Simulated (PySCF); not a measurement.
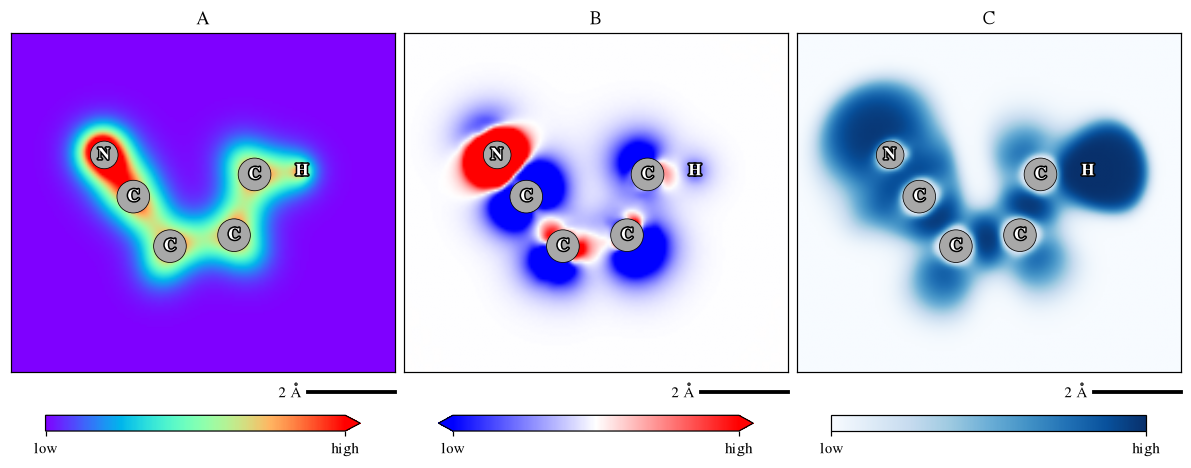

C₄H₇N (charge +1, doublet): 3 fields on the plane of atoms C2, C1 and H6, with unlabelled colour scales. Grey discs cover the atomic cores.

Geometry: PBE0-D3(BJ)/def2-SVP.

Theory: PySCF 2.14.0, density-fitted response routines, DFT single point, gas phase, functional wB97X.

> Match the panels to the quantities (electron density, electron localisation function and spin density).

Panel A: electron density. Panel B: spin density (confined to the atoms that carry the unpaired spin). Panel C: electron localisation function. From the grid: C–N (1.17 Å): ρ is about 3.5 e/Å³ halfway; the ELF peaks at about 0.85 between the atoms; a short, multiple covalent bond. C–C (1.42 Å): ρ at the midpoint is about 2 e/Å³; the ELF peaks at about 0.95 between the atoms (localised, covalent bonding).
